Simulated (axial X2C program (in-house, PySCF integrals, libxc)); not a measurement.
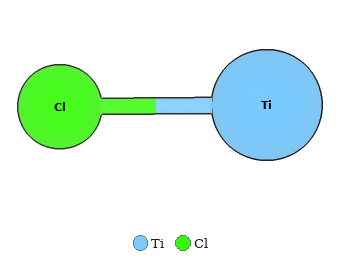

**Figure 1.** The molecule at the reference distance of 2.355 Å.

TiCl⁻: relativistic diatomic calculation

TiCl⁻, single determinant with Ω = 2. Computed at this level: LDA, two-component X2C with atomic mean-field Coulomb and Gaunt terms, Ti dyall-acv3z, Cl dyall-av3z (cores contracted) (axial X2C program (in-house, PySCF integrals, libxc)).

**Output**
```
two-component X2C + atomic mean field  LDA
basis functions 187  fitting functions 1004  grid points 5081
iter        total energy     max residual
   1      -1311.672437981     5.32e-01
   2      -1311.685603068     1.53e-02
   3      -1311.688344714     7.18e-02
   4      -1311.688696425     4.86e-03
   5      -1311.689040872     2.34e-02
   6      -1311.689125463     2.96e-03
   7      -1311.689148312     4.69e-03
   8      -1311.689162079     5.36e-04
   9      -1311.689165846     1.01e-03
  10      -1311.689167106     1.15e-04
  11      -1311.689167411     9.61e-05
  12      -1311.689167441     3.15e-05
  13      -1311.689167451     8.12e-06
converged
one-electron -1981.65701402  Coulomb 653.45844844  exact exchange 0.00000000  xc functional -67.26198001  nuclear repulsion 84.03918339  atomic mean-field constant -0.26780526
```

**The points of the curve**

```csv
R (Å),E (hartree),"dipole (D; origin at the first atom, positive when the second is positive)",highest filled (eV),lowest empty (eV)
2.049,−1311.680533,−0.32,1.21,1.03
2.143,−1311.688326,−0.65,1.17,1.02
2.214,−1311.690594,−0.97,1.11,0.97
2.284,−1311.690676,−1.34,1.04,0.92
2.355,−1311.689167,−1.75,0.96,0.85
2.437,−1311.686012,−2.26,0.86,0.77
2.520,−1311.681878,−2.79,0.76,0.69
2.626,−1311.675756,−3.51,0.64,0.58
2.755,−1311.667811,−4.41,0.49,0.46
2.944,−1311.656496,−5.76,0.31,0.27
```

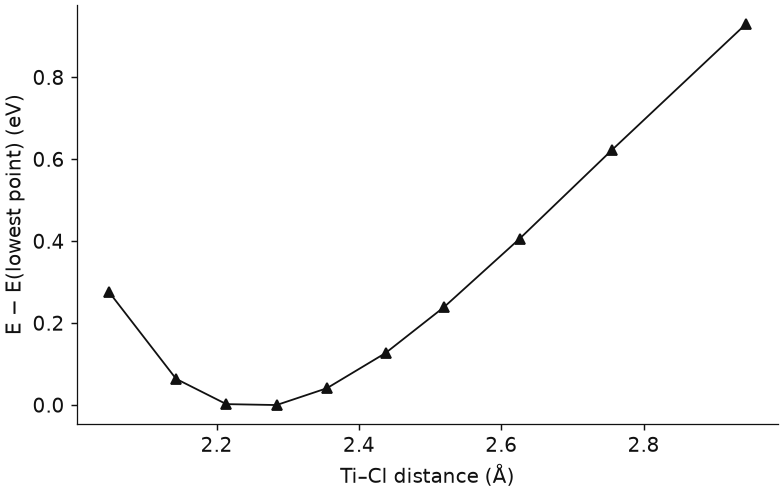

**Figure 2.** Energy at 10 bond lengths, for one set of occupations held fixed; the line joins the points. A polynomial of degree 6 through 9 points gives rₑ = 2.251 Å, ωₑ = 367.3 cm⁻¹, ωₑxₑ = 1.9 cm⁻¹ and Bₑ = 0.1645 cm⁻¹. The minimum lies 2.60 eV below Ti + Cl⁻, each computed as one determinant at the same level.

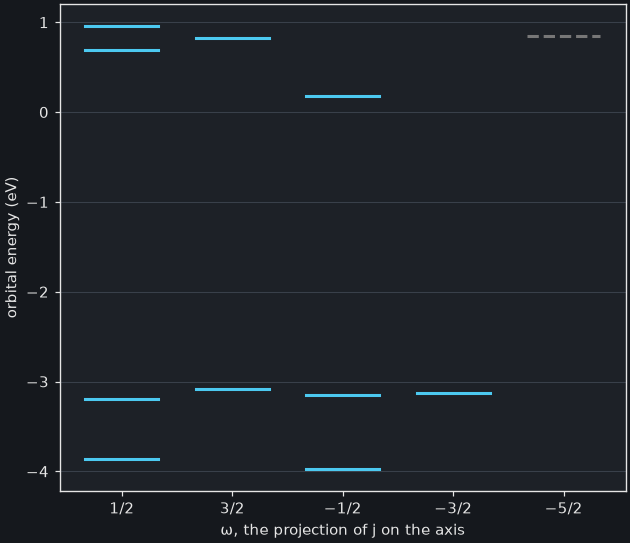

**Figure 3.** Orbital energies near the frontier at 2.35 Å, filled (solid) and empty (dashed). The highest filled spinor (1/2; 88 % Ti d, 5 % Ti p) lies at 0.96 eV, the lowest empty one (−5/2; 99 % Ti d) at 0.85 eV. A filled level above zero is held only by the finite basis .

**The input**
```
{"zs": [22, 17], "q": -1, "bas": ["dyall-acv3z", "dyall-av3z"], "levels": ["PBE0", "HF", "LDA"], "cc": true, "r0": 2.35, "thr": -1.0, "nmax": 90, "npts": 10, "nst": 2, "ntry": 6}
```

The line is the task of a batch: nuclear charges, charge, bases, the levels to run, a first guess of the distance and further settings. This report covers LDA with spin-orbit coupling. The log is that of the reference distance 2.355 Å.

The run was one of a batch that the task file lists, launched with:
```bash
python <driver script> task.json out
```

**Results in brief**

- outcome: converged; a filled level lies above zero
- bond length rₑ: 2.251 Å
- ωₑ: 367.3 cm⁻¹
- energy at the minimum: −1311.69087 hartree
- depth below the fragments: 2.60 eV
- hardware: 1 thread of Arm Neoverse V1, 24 GiB of memory available, shared host
- wall time: 7.1 s
- peak memory: 0.77 GiB

**Notes**

The highest filled level (LDA, up to 1.21 eV) lies above zero. That is common for anions, where the functional's self-interaction leaves the outer electrons unbound; only the finite basis holds them, so such levels depend on it. To bear in mind: at every distance an empty level lies below a filled one, since the occupations are held fixed.
